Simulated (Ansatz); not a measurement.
**Geometry relaxation of Zr₃O₆ (charge −1) (part 1 of 2)**

The run: geometry relaxation of Zr₃O₆, charge −1, multiplicity 2. Method and program: UKS PBE-D4/def2-SVP (Ansatz 0.2.0).

The geometry: GFN1-xTB start. Figures and captions count atoms from 1; the log counts them from 0 in places.

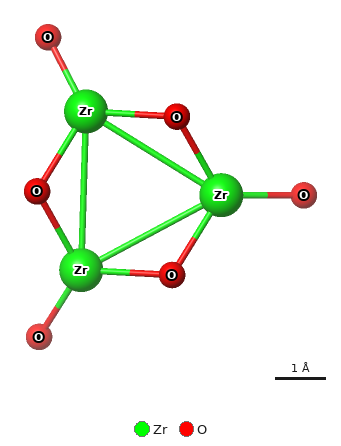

*The structure as given in the input (ball-and-stick view, seen on its broad side). Sticks mark near contacts.*

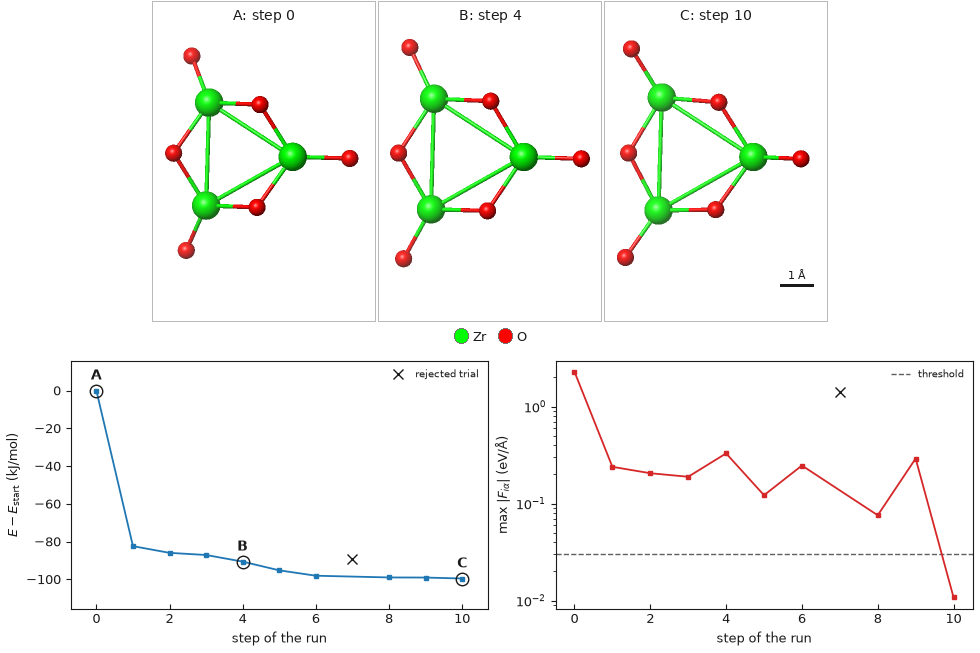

*Frames of the relaxation (ball-and-stick view, seen at a tilt) above the curves, on which the letters mark them (the first geometry is step 0 here and step 1 in the log).*

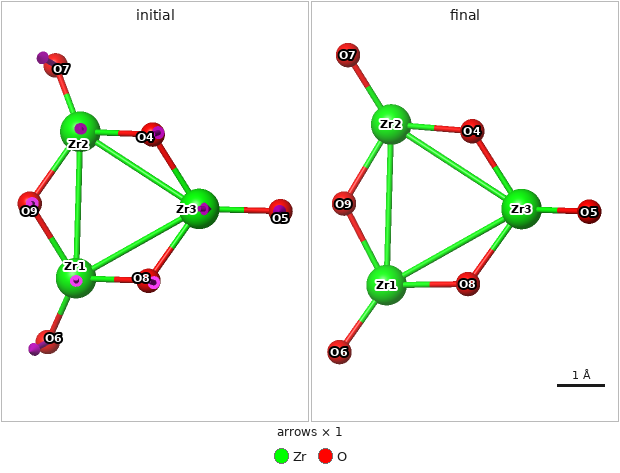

*Before (left) and after (right) the relaxation, at one scale (ball-and-stick view, seen at a tilt). The pink arrows give the displacements, at true length.*

The energy falls by 99.6 kJ/mol in 10 geometry steps. Largest force component: 2.3 eV/Å at the start, 0.011 eV/Å at the end. The line search rejected the trial step at point 7 (counted from 0) and went back. The largest moves after the best rigid fit, 0.94 Å, are those of O5, O6 and O7. By element the largest moves are O 0.94 Å, Zr 0.38 Å. Among the contacts that change: Zr1–Zr2 3.186 → 3.494 Å, Zr2–Zr3 3.184 → 3.491 Å, Zr1–O8 1.933 → 2.002 Å, Zr1–O6 1.777 → 1.797 Å. Among the angles that change: Zr1–O9–Zr2 111.0° → 121.5°, Zr2–O4–Zr3 111.0° → 121.3°, O6–Zr1–O8 124.1° → 116.6°. (Atoms are counted from 1 in the order of the input.)

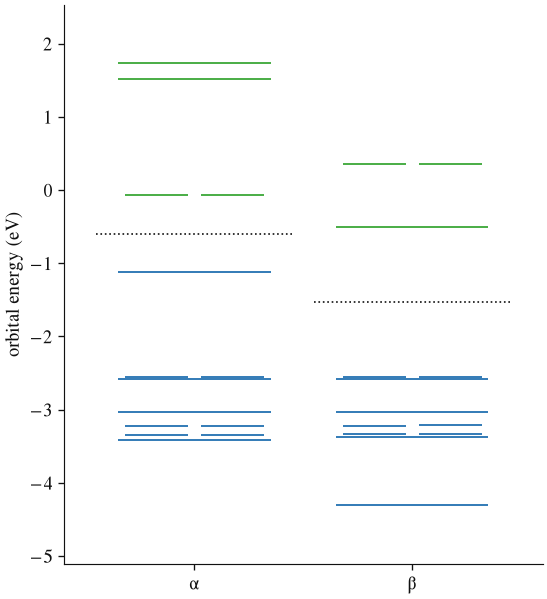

*Orbital energies near the frontier for α and β spins; the dotted line parts filled from empty levels, and levels within 0.02 eV of each other stand side by side.*

α: highest filled −1.13 eV, lowest empty −0.07 eV, 1.06 eV apart; β: highest filled −2.55 eV, lowest empty −0.51 eV, 2.04 eV apart.

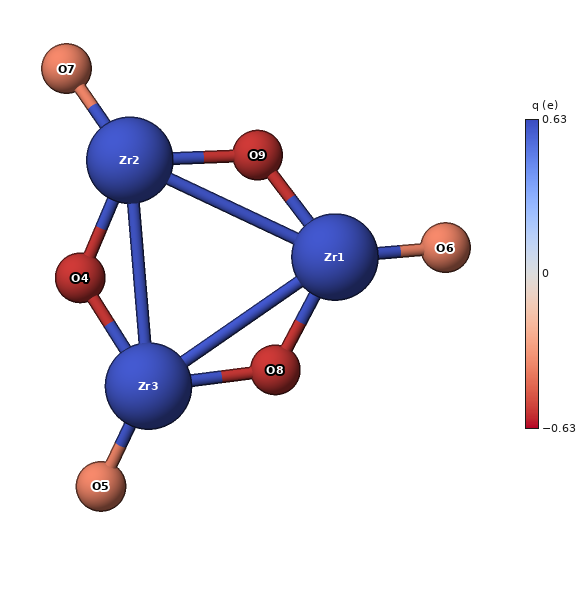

*Mulliken charges, as the colour of each atom (ball-and-stick view, seen on its broad side; atoms are numbered from 1 in the order of the input; Mulliken charges depend strongly on the basis).*

By element: Zr +0.60 and O −0.56 to −0.37 e.

The input and output of the run follow.

### Input file
```yaml
crystal:
  periodic: [false, false, false]
  atoms:
    - {symbol: Zr, position_ang: [0.868450, 1.541380, -0.502010]}
    - {symbol: Zr, position_ang: [0.968860, -1.475040, 0.517270]}
    - {symbol: Zr, position_ang: [-1.837700, -0.037170, 0.074120]}
    - {symbol: O, position_ang: [-0.858620, -1.327200, 1.128370]}
    - {symbol: O, position_ang: [-3.482290, -0.300570, -0.544350]}
    - {symbol: O, position_ang: [1.632720, 2.682230, -1.629430]}
    - {symbol: O, position_ang: [1.825620, -3.015250, 0.292540]}
    - {symbol: O, position_ang: [-0.959160, 1.683610, 0.110430]}
    - {symbol: O, position_ang: [1.842120, 0.248010, 0.553060]}
basis:
  gaussian: {orbitals: def2-SVP}
total_charge: -1
magnetization: {spin_polarized: true, initial_magnetization: 1}
hamiltonian: {xc: pbe, dispersion: d4}
scf: {lower_state_search: "off"}
output: {orbitals: {seedname: orbitals}}
relax: {f_tol: 0.03, max_steps: 70}
```

Launched with:
```bash
ansatz run in.yaml --threads 4 --pin off --events-out ev --progress --plain --max-ram 6963MiB
```

### What the program printed
```
Functional definition: PBE
  name "PBE"
  cite "Perdew, Burke & Ernzerhof, Phys. Rev. Lett. 77, 3865 (1996) doi:10.1103/PhysRevLett.77.3865"
  parent pbe
  parameter kappa = 0.804
  parameter beta = 0.06672455060314922
  exchange = pbe_x(kappa = kappa, mu = beta*pi^2/3)
  correlation = pbe_c(beta = beta)
these checks for a lower state are left out or cut short: stability, starts, cluster_reference, orbital_swaps, neighbouring_geometries, increment
1692 factors; their error is unknown
mean field evaluation 1: about -16084.2023 eV, gradient 9.3e1 eV
mean field evaluation 2: about -15405.3964 eV, gradient 3.4e2 eV
mean field evaluation 4: about -16088.9111 eV, gradient 8.7e1 eV
mean field evaluation 8: about -16116.7361 eV, gradient 1.0e0 eV
mean field evaluation 16: about -16116.7080 eV, gradient 7.8e-3 eV
mean field -16116.70795773 eV, -592.2780931495 hartree, gradient 2.7e-6 eV, S^2 0.751966; 0 other end points of the search recorded, 0 dependent functions left out
the calculation of the forces begins
reference -16116.70801813 eV, -592.2780953691 hartree; 43, 42 occupied and 134, 135 virtual orbitals, 1692 factors
relax step   1: F+E_penalty+E_count = -16117.13974576 eV  Δ(F+E_penalty+E_count) = +0.000e0 eV  max|allowed force component| = 2.288e0 eV/Å  Δτ_max = 0.0000 Å  (27 SCF iters, accepted)
these checks for a lower state are left out or cut short: stability, starts, cluster_reference, orbital_swaps, neighbouring_geometries, increment
1692 factors; their error is unknown
mean field evaluation 32: about -16116.6191 eV, gradient 1.9e1 eV
mean field -16117.59648394 eV, -592.3107458855 hartree, gradient 2.0e-6 eV, S^2 0.752195; 0 other end points of the search recorded, 0 dependent functions left out
the calculation of the forces begins
reference -16117.59654510 eV, -592.3107481330 hartree; 43, 42 occupied and 134, 135 virtual orbitals, 1692 factors
relax step   2: F+E_penalty+E_count = -16117.99408279 eV  Δ(F+E_penalty+E_count) = -8.543e-1 eV  max|allowed force component| = 2.396e-1 eV/Å  Δτ_max = 0.1943 Å  (28 SCF iters, accepted)
these checks for a lower state are left out or cut short: stability, starts, cluster_reference, orbital_swaps, neighbouring_geometries, increment
1692 factors; their error is unknown
mean field -16117.63219123 eV, -592.3120581043 hartree, gradient 1.3e-6 eV, S^2 0.752255; 0 other end points of the search recorded, 0 dependent functions left out
the calculation of the forces begins
reference -16117.63225232 eV, -592.3120603493 hartree; 43, 42 occupied and 134, 135 virtual orbitals, 1692 factors
relax step   3: F+E_penalty+E_count = -16118.03084083 eV  Δ(F+E_penalty+E_count) = -3.676e-2 eV  max|allowed force component| = 2.058e-1 eV/Å  Δτ_max = 0.0829 Å  (28 SCF iters, accepted)
these checks for a lower state are left out or cut short: stability, starts, cluster_reference, orbital_swaps, neighbouring_geometries, increment
1692 factors; their error is unknown
mean field -16117.64368380 eV, -592.3124804484 hartree, gradient 1.4e-6 eV, S^2 0.752192; 0 other end points of the search recorded, 0 dependent functions left out
the calculation of the forces begins
reference -16117.64374479 eV, -592.3124826897 hartree; 43, 42 occupied and 134, 135 virtual orbitals, 1692 factors
relax step   4: F+E_penalty+E_count = -16118.04269948 eV  Δ(F+E_penalty+E_count) = -1.186e-2 eV  max|allowed force component| = 1.892e-1 eV/Å  Δτ_max = 0.0763 Å  (28 SCF iters, accepted)
these checks for a lower state are left out or cut short: stability, starts, cluster_reference, orbital_swaps, neighbouring_geometries, increment
1692 factors; their error is unknown
mean field -16117.67977510 eV, -592.3138067793 hartree, gradient 4.8e-6 eV, S^2 0.752014; 0 other end points of the search recorded, 0 dependent functions left out
the calculation of the forces begins
reference -16117.67983606 eV, -592.3138090196 hartree; 43, 42 occupied and 134, 135 virtual orbitals, 1692 factors
relax step   5: F+E_penalty+E_count = -16118.07911889 eV  Δ(F+E_penalty+E_count) = -3.642e-2 eV  max|allowed force component| = 3.296e-1 eV/Å  Δτ_max = 0.2000 Å  (29 SCF iters, accepted)
these checks for a lower state are left out or cut short: stability, starts, cluster_reference, orbital_swaps, neighbouring_geometries, increment
1692 factors; their error is unknown
mean field evaluation 64: about -16115.5930 eV, gradient 1.4e1 eV
mean field -16117.72753810 eV, -592.3155620372 hartree, gradient 3.3e-6 eV, S^2 0.751851; 0 other end points of the search recorded, 0 dependent functions left out
the calculation of the forces begins
reference -16117.72759914 eV, -592.3155642803 hartree; 43, 42 occupied and 134, 135 virtual orbitals, 1692 factors
relax step   6: F+E_penalty+E_count = -16118.12693162 eV  Δ(F+E_penalty+E_count) = -4.781e-2 eV  max|allowed force component| = 1.220e-1 eV/Å  Δτ_max = 0.2000 Å  (28 SCF iters, accepted)
these checks for a lower state are left out or cut short: stability, starts, cluster_reference, orbital_swaps, neighbouring_geometries, increment
1692 factors; their error is unknown
mean field -16117.75388301 eV, -592.3165301946 hartree, gradient 2.0e-6 eV, S^2 0.751712; 0 other end points of the search recorded, 0 dependent functions left out
the calculation of the forces begins
reference -16117.75394347 eV, -592.3165324167 hartree; 43, 42 occupied and 134, 135 virtual orbitals, 1692 factors
relax step   7: F+E_penalty+E_count = -16118.15647421 eV  Δ(F+E_penalty+E_count) = -2.954e-2 eV  max|allowed force component| = 2.471e-1 eV/Å  Δτ_max = 0.1432 Å  (26 SCF iters, accepted)
these checks for a lower state are left out or cut short: stability, starts, cluster_reference, orbital_swaps, neighbouring_geometries, increment
1692 factors; their error is unknown
mean field -16117.66392872 eV, -592.3132244356 hartree, gradient 5.9e-6 eV, S^2 0.751791; 0 other end points of the search recorded, 0 dependent functions left out
the calculation of the forces begins
reference -16117.66398900 eV, -592.3132266507 hartree; 43, 42 occupied and 134, 135 virtual orbitals, 1692 factors
relax step   8: F+E_penalty+E_count = -16118.06590530 eV  Δ(F+E_penalty+E_count) = +9.057e-2 eV  max|allowed force component| = 1.419e0 eV/Å  Δτ_max = 0.1911 Å  (29 SCF iters, rejected (line search))
these checks for a lower state are left out or cut short: stability, starts, cluster_reference, orbital_swaps, neighbouring_geometries, increment
1692 factors; their error is unknown
mean field -16117.76222131 eV, -592.3168366214 hartree, gradient 1.5e-6 eV, S^2 0.751680; 0 other end points of the search recorded, 0 dependent functions left out
the calculation of the forces begins
reference -16117.76228144 eV, -592.3168388312 hartree; 43, 42 occupied and 134, 135 virtual orbitals, 1692 factors
```
